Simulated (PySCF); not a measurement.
**CCSD(T)/cc-pVDZ run of Si2H6O (disiloxane)**

Aim: the energy change on altering one bond length of Si2H6O (disiloxane) at CCSD(T)/cc-pVDZ, from 2 runs. 

The results are computed with PySCF 2.14.0.

1 further run of the same task is left out (set aside as unsound or not needed).

### 1 Starting point

Si2H6O has 9 atoms, charge 0, and is taken as a singlet. SMILES: `[SiH3]O[SiH3]`. The shape is that of a PBE0-D4/def2-TZVP optimisation.

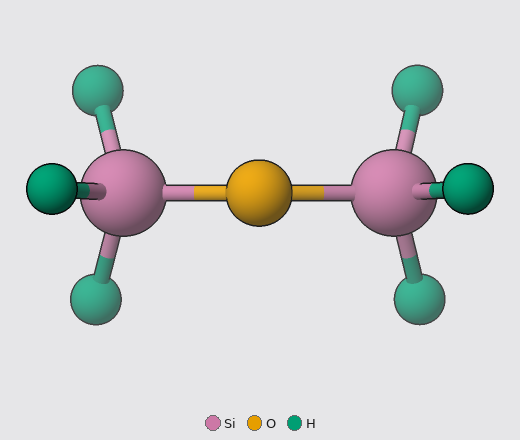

The structure, seen from a chosen angle (silicon pink, oxygen amber, hydrogen teal).

### 2 A single-point energy at CCSD(T)/cc-pVDZ

input.py reads:

```python
# [SiH3]O[SiH3]
from pyscf import gto, cc

mol = gto.M(
    atom=[
    ('Si', (-0.710290, 1.052660, -0.919520)),
    ('O', (0.425550, 0.090990, -0.245380)),
    ('Si', (0.775570, -1.038810, 0.881750)),
    ('H', (-1.787270, 0.226580, -1.525660)),
    ('H', (-0.060640, 1.872420, -1.970220)),
    ('H', (-1.306170, 1.942760, 0.111330)),
    ('H', (2.224270, -1.343130, 0.800010)),
    ('H', (-0.009310, -2.275600, 0.628780)),
    ('H', (0.448290, -0.527870, 2.238910)),
],
    max_memory=1860,
    verbose=3,
    basis='cc-pvdz',
)

mf = mol.RHF()
mf.conv_tol = 1e-10
mf.kernel()
if not mf.converged:
    mf = mf.newton().run(mf.mo_coeff, mf.mo_occ)

mycc = cc.CCSD(mf, frozen=11)
mycc.kernel()
e_t = mycc.ccsd_t()
energy = mycc.e_tot + e_t
print('E(%s) = %.9f' % ('CCSD(T)', energy))
```

Launch:

```
$ OMP_NUM_THREADS=1 python input.py
```

What it wrote:

```text
converged SCF energy = -656.285271528929
E(CCSD) = -656.720989936146  E_corr = -0.4357184072168661
CCSD(T) correction = -0.00884141347640494
E(CCSD(T)) = -656.729831350
```

Run time: 13 s. Hardware: 1 thread of AMD EPYC 7R43 (Zen 3), shared host; peak memory 0.3 GiB.

### 3 The distorted shape at the same level

job.py reads:

```python
from pyscf import gto, scf, cc

mol = gto.M(
    atom='''
Si    -1.664208     2.261826    -1.928726
O      0.804173     0.171946    -0.463701
Si     1.465615    -1.963066     1.666266
H     -3.699405     0.700761    -3.074165
H     -0.436548     3.810948    -3.914262
H     -2.790258     3.943872     0.019298
H      4.203261    -2.538148     1.511800
H     -0.017593    -4.300261     1.188222
H      0.847145    -0.997530     4.230927
''',
    charge=0,
    verbose=3,
    basis='cc-pvdz',
    unit='bohr',
    max_memory=1860,
    spin=0,
)

calc0 = scf.RHF(mol)
calc0.conv_tol = 1e-10
calc0.kernel()
if not calc0.converged:
    calc0 = calc0.newton().run(calc0.mo_coeff, calc0.mo_occ)

mycc = cc.CCSD(calc0, frozen=11)
mycc.kernel()
e_t = mycc.ccsd_t()
e_tot = mycc.e_tot + e_t
print('E = %.10f Eh' % e_tot)
```

Launch:

```
$ OMP_NUM_THREADS=1 python job.py
```

What it wrote:

```text
converged SCF energy = -656.265787264395
E(CCSD) = -656.7061014672979  E_corr = -0.4403142029032929
CCSD(T) correction = -0.00969513901437273
E = -656.7157966063 Eh
```

It took 12 s on 1 thread of AMD EPYC 7R43 (Zen 3), shared host; peak memory 0.29 GiB.

### 4 Results

At CCSD(T)/cc-pVDZ, 11 core orbitals frozen:

```
                                                          quantity          value
                                         first shape: total energy  -656.72983 Eh
                 first shape: dipole moment (Hartree–Fock density)         0.45 D
                  first shape: HOMO energy (Hartree–Fock orbitals)      -12.14 eV
                  first shape: LUMO energy (Hartree–Fock orbitals)        3.60 eV
                first shape: HOMO–LUMO gap (Hartree–Fock orbitals)       15.75 eV
         first shape: correlation energy (11 core orbitals frozen)     -444.6 mEh
                                       first shape: (T) correction      -8.84 mEh
                                        first shape: T1 diagnostic          0.011
                                     distorted shape: total energy  -656.71580 Eh
             distorted shape: dipole moment (Hartree–Fock density)         1.73 D
              distorted shape: HOMO energy (Hartree–Fock orbitals)      -11.83 eV
              distorted shape: LUMO energy (Hartree–Fock orbitals)        3.20 eV
            distorted shape: HOMO–LUMO gap (Hartree–Fock orbitals)       15.03 eV
     distorted shape: correlation energy (11 core orbitals frozen)     -450.0 mEh
                                   distorted shape: (T) correction      -9.70 mEh
                                    distorted shape: T1 diagnostic          0.013
energy change with the Si1–O2 bond stretched from 1.634 to 1.879 Å       0.382 eV
```

**Reading.** With the Si1–O2 bond stretched from 1.634 to 1.879 Å the energy rises by 0.38 eV (36.8 kJ/mol). The first shape isn't relaxed at this level, so the change isn't measured from a minimum. Mulliken charges (first shape) of the mean-field density run from -0.75 on O2 to +0.79 on Si1. The triples (first shape) make up 2.0 % of the correlation energy. Mulliken charges (distorted shape) of the mean-field density run from -0.82 on O2 to +0.81 on Si3; they depend strongly on the basis. The triples (distorted shape) make up 2.2 % of the correlation energy.
